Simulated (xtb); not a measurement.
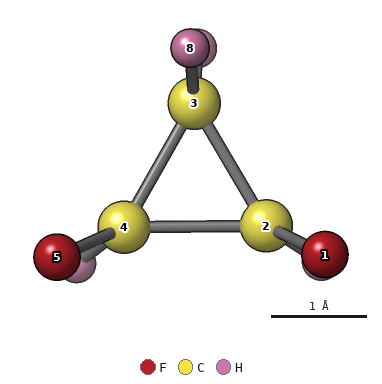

The structure (ball-and-stick view, seen at a tilt; atoms are numbered from 1 in the order of the input).

# Run report: C₃H₄F₂, calculation of the molecule and its ions

- system: C₃H₄F₂
- method: GFN2-xTB (xtb 6.7.1)

The geometry was optimised with GFN2-xTB.

### Output
```
* xtb version 6.7.1
   ID    Z sym.   atoms
    1    9 f      1, 5
    2    6 c      2-4
    3    1 h      6-9

           -------------------------------------------------
          |                Calculation Setup                |
           -------------------------------------------------

          program call               : xtb coord --acc 1000 --gfn2 --vipea -P 1
          coordinate file            : coord
          omp threads                :                     1

           -------------------------------------------------
          |                 G F N 2 - x T B                 |
           -------------------------------------------------

      * Hamiltonian:
        H0-scaling (s, p, d)           1.850000    2.230000    2.230000
        zeta-weighting                 0.500000
      * Dispersion:
        s8                             2.700000
        a1                             0.520000
        a2                             5.000000
        s9                             5.000000
      * Repulsion:
        kExp                           1.500000    1.000000
        rExp                           1.000000
      * Coulomb:
        alpha                          2.000000
        third order                    shell-resolved
        anisotropic                    true
        a3                             3.000000
        a5                             4.000000
        cn-shift                       1.200000
        cn-exp                         4.000000
        max-rad                        5.000000

          ...................................................
          :                      SETUP                      :
          :.................................................:
          :  # basis functions                  24          :
          :  # atomic orbitals                  24          :
          :  # shells                           14          :
          :  # electrons                        30          :
          :  max. iterations                   250          :
          :  Hamiltonian                  GFN2-xTB          :
          :  restarted?                      false          :
          :  GBSA solvation                  false          :
          :  PC potential                    false          :
          :  electronic temp.          300.0000000     K    :
          :  accuracy                 1000.0000000          :
          :  -> integral cutoff          0.2000000E+02      :
          :  -> integral neglect         0.1000000E-04      :
          :  -> SCF convergence          0.1000000E-02 Eh   :
          :  -> wf. convergence          0.1000000E+00 e    :
          :  Broyden damping             0.4000000          :
          :  net charge                          0          :
          :  unpaired electrons                  0          :
          ...................................................

 iter      E             dE          RMSdq      gap      omega  full diag
   1    -18.0052955 -0.180053E+02  0.388E+00    9.44       0.0  T
   2    -18.0264570 -0.211615E-01  0.215E+00    9.19       1.0  T
   3    -18.0269799 -0.522903E-03  0.890E-01    9.27       1.0  T
   4    -18.0277517 -0.771717E-03  0.165E-01    9.38       1.0  T

   *** convergence criteria satisfied after 4 iterations ***

         #    Occupation            Energy/Eh            Energy/eV
      -------------------------------------------------------------
         1        2.0000           -0.8254934             -22.4628
       ...           ...                  ...                  ...
         9        2.0000           -0.5386017             -14.6561
        10        2.0000           -0.5328749             -14.5003
        11        2.0000           -0.5022163             -13.6660
        12        2.0000           -0.4982615             -13.5584
        13        2.0000           -0.4826449             -13.1334
        14        2.0000           -0.4495390             -12.2326
        15        2.0000           -0.4350819             -11.8392 (HOMO)
        16                         -0.0903712              -2.4591 (LUMO)
        17                         -0.0103040              -0.2804
        18                          0.0375422               1.0216
        19                          0.0777053               2.1145
        20                          0.1454808               3.9587
       ...                                ...                  ...
        24                          0.3069615               8.3528
      -------------------------------------------------------------
                  HL-Gap            0.3447107 Eh            9.3801 eV
             Fermi-level           -0.2627265 Eh           -7.1492 eV

 SCC (total)                   0 d,  0 h,  0 min,  0.007 sec
 SCC setup                      ...        0 min,  0.000 sec (  1.911%)
 Dispersion                     ...        0 min,  0.000 sec (  0.921%)
 classical contributions        ...        0 min,  0.000 sec (  2.021%)
 integral evaluation            ...        0 min,  0.001 sec ( 16.560%)
 iterations                     ...        0 min,  0.003 sec ( 36.623%)
 molecular gradient             ...        0 min,  0.003 sec ( 38.583%)
 printout                       ...        0 min,  0.000 sec (  3.144%)

         :::::::::::::::::::::::::::::::::::::::::::::::::::::
         ::                     SUMMARY                     ::
         :::::::::::::::::::::::::::::::::::::::::::::::::::::
         :: total energy             -17.888179361733 Eh    ::
         :: gradient norm              0.002070106957 Eh/a0 ::
         :: HOMO-LUMO gap              9.380055888348 eV    ::
         ::.................................................::
         :: SCC energy               -18.027750569972 Eh    ::
         :: -> isotropic ES            0.025464343198 Eh    ::
         :: -> anisotropic ES          0.001128007948 Eh    ::
         :: -> anisotropic XC         -0.005146379419 Eh    ::
         :: -> dispersion             -0.003489549607 Eh    ::
         :: repulsion energy           0.139571208240 Eh    ::
         :: add. restraining           0.000000000000 Eh    ::
         :: total charge              -0.000000000000 e     ::
         :::::::::::::::::::::::::::::::::::::::::::::::::::::

           -------------------------------------------------
          |        vertical delta SCC IP calculation        |
           -------------------------------------------------

 iter      E             dE          RMSdq      gap      omega  full diag
   1    -17.4338503 -0.174339E+02  0.242E+00    9.38       0.0  T
   2    -17.4551049 -0.212546E-01  0.156E+00    9.30       1.0  T
   3    -17.4581899 -0.308504E-02  0.893E-01    9.42       1.0  T
   4    -17.4589912 -0.801277E-03  0.389E-01    9.39       1.0  T
   5    -17.4591453 -0.154096E-03  0.112E-01    9.37       1.0  T
     SCC iter.                  ...        0 min,  0.003 sec
     gradient                   ...        0 min,  0.003 sec
------------------------------------------------------------------------
empirical IP shift (eV):    4.8455
delta SCC IP (eV):   10.6271
------------------------------------------------------------------------
           -------------------------------------------------
          |        vertical delta SCC EA calculation        |
           -------------------------------------------------

 iter      E             dE          RMSdq      gap      omega  full diag
   1    -17.8573617 -0.178574E+02  0.386E+00    2.34       0.0  T
   2    -17.9698658 -0.112504E+00  0.263E+00    1.50       1.0  T
   3    -17.9728411 -0.297522E-02  0.175E+00    1.50       1.0  T
   4    -17.9740850 -0.124396E-02  0.438E-01    1.52       1.0  T
   5    -17.9741407 -0.556628E-04  0.108E-01    1.50       1.0  T
   6    -17.9741493 -0.857249E-05  0.291E-02    1.50       1.1  T
     SCC iter.                  ...        0 min,  0.003 sec
     gradient                   ...        0 min,  0.003 sec
------------------------------------------------------------------------
empirical EA shift (eV):    4.8455
delta SCC EA (eV):   -6.3041
------------------------------------------------------------------------
           -------------------------------------------------
          |                Property Printout                |
           -------------------------------------------------

    * Orbital Energies and Occupations

         #    Occupation            Energy/Eh            Energy/eV
      -------------------------------------------------------------
         1        2.0000           -0.5833688             -15.8743
       ...           ...                  ...                  ...
         4        2.0000           -0.3574243              -9.7260
         5        2.0000           -0.3508414              -9.5469
         6        2.0000           -0.3267556              -8.8915
         7        2.0000           -0.3098087              -8.4303
         8        2.0000           -0.2958185              -8.0496
         9        2.0000           -0.2880027              -7.8370
        10        2.0000           -0.2841108              -7.7310
        11        2.0000           -0.2589302              -7.0458
        12        2.0000           -0.2520053              -6.8574
        13        2.0000           -0.2391498              -6.5076
        14        2.0000           -0.1778879              -4.8406
        15        2.0000           -0.1657930              -4.5115
        16        1.0000            0.1973464               5.3701 (HOMO)
        17                          0.2524087               6.8684 (LUMO)
        18                          0.3015091               8.2045
        19                          0.3351090               9.1188
        20                          0.3971186              10.8061
        21                          0.4905094              13.3474
        22                          0.5198195              14.1450
        23                          0.5559523              15.1282
        24                          0.5669576              15.4277
      -------------------------------------------------------------
                  HL-Gap            0.0550623 Eh            1.4983 eV
             Fermi-level            0.1203271 Eh            3.2743 eV

     #   Z          covCN         q      C6AA      α(0)
     1   9 f        0.784    -0.326    12.617     4.196
     2   6 c        3.663     0.046    20.063     6.425
     3   6 c        3.806    -0.173    23.860     6.954
     4   6 c        3.663     0.046    20.063     6.425
     5   9 f        0.784    -0.326    12.617     4.196
     6   1 h        0.925    -0.079     4.889     3.458
     7   1 h        0.926    -0.072     4.674     3.381
     8   1 h        0.926    -0.038     3.802     3.049
     9   1 h        0.925    -0.079     4.890     3.458

 Mol. C6AA /au·bohr⁶  :        858.992151
 Mol. C8AA /au·bohr⁸  :      17644.183192
 Mol. α(0) /au        :         41.542046

Wiberg/Mayer (AO) data.
largest (>0.10) Wiberg bond orders for each atom

 ---------------------------------------------------------------------------
     #   Z sym  total        # sym  WBO       # sym  WBO       # sym  WBO
 ---------------------------------------------------------------------------
     1   9 f    0.947 --     2 c    0.885
     2   6 c    3.502 --     6 h    0.963     1 f    0.885     4 c    0.815
                             3 c    0.810
     3   6 c    3.620 --     8 h    0.979     7 h    0.978     2 c    0.810
                             4 c    0.810
     4   6 c    3.502 --     9 h    0.963     5 f    0.885     2 c    0.815
                             3 c    0.810
     5   9 f    0.947 --     4 c    0.885
     6   1 h    0.994 --     2 c    0.963
     7   1 h    0.995 --     3 c    0.978
     8   1 h    0.999 --     3 c    0.979
     9   1 h    0.994 --     4 c    0.963
 ---------------------------------------------------------------------------

Topologies differ in total number of bonds
Writing topology from bond orders to xtbtopo.mol

molecular dipole:
                 x           y           z       tot (Debye)
 q only:        0.792      -0.410       0.629
   full:        0.889      -0.426       0.803       3.231
molecular quadrupole (traceless):
                xx          xy          yy          xz          yz          zz
 q only:       -1.675      -0.658      -0.786      -0.675       2.227       2.461
  q+dip:       -2.531      -0.614      -1.118      -1.025       3.182       3.649
   full:       -2.394      -0.695      -1.260      -0.670       2.934       3.654

           -------------------------------------------------
          | TOTAL ENERGY              -17.834576966797 Eh   |
          | GRADIENT NORM               0.314980619142 Eh/α |
          | HOMO-LUMO GAP               1.498321262762 eV   |
           -------------------------------------------------

------------------------------------------------------------------------
------------------------------------------------------------------------
 total:
 *  cpu-time:     0 d,  0 h,  0 min,  0.042 sec
 * ratio c/w:     0.975 speedup
 SCF:
 *  cpu-time:     0 d,  0 h,  0 min,  0.021 sec
 * ratio c/w:     0.970 speedup
```

### Standard error
```
normal termination of xtb
```

This output came from the following input.

### The input (coord)
```
$coord
     -0.258741300984      3.096599714118     -1.904560474704  f
      0.413585459636      1.567395539548      0.040024399320  c
      1.090447562954     -1.118415509599     -0.555447199811  c
     -1.323734253039     -0.536020815250      0.807971301845  c
     -3.528175366460     -0.861847393658     -0.459354626374  f
      1.419448881251      2.634259320467      1.469167575590  h
      2.618196648408     -2.012898473429      0.450699680723  h
      0.900813546348     -1.674958750562     -2.508819300314  h
     -1.569757697204     -0.984906358894      2.790501876451  h
$end
```

### File .CHRG
```
0
```

### File .UHF
```
0
```

Launch command:
```bash
xtb coord --acc 1000 --gfn2 --vipea -P 1 > out.txt 2> xtb.err
```

### Results in brief

```tsv
quantity	value
outcome	converged
electrons treated	30
total energy	−17.888179 hartree
dispersion energy	−0.003490 hartree
basis functions	24
hardware	1 thread of Intel Xeon @ 2.50GHz (Skylake/Cascade Lake), 189 GiB of memory available, shared host
peak memory	0.071 GiB
```

### Notes

Settings chosen away from the usual ones: method = gfn2-xtb; task = vipea; x = {"accuracy": 1000}; geo = {"prev": "A"}. These settings are looser than, or depart from, a standard set-up, so the numbers are not reference values for this system.
